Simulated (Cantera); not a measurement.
Charge: 1 mol MgO, 1.3 mol SO₂, 0.98 mol N₂, held at 1025 K.

Method: chemical equilibrium by Gibbs-energy minimisation in Cantera with the NASA 1993 tables (ideal gas, pure condensed phases). Candidate condensed phases: Mg, MgO, MgS, MgSO₄, S; 22 gas species. Mutual solubility and eutectic melting of coexisting phases are not modelled. Gases not in the tables: S₃ to S₇. Rates play no part.

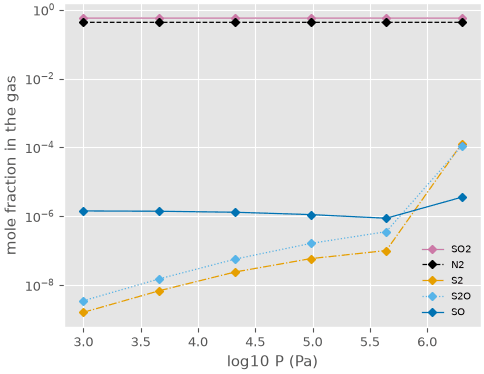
Figure: Equilibrium gas composition (values under 1e-9 drawn at 1e-9)

From 10.0 mbar to 4.40 bar the condensed part is MgO(s). At 20.0 bar the condensed part is MgO(s) + MgSO₄(s).
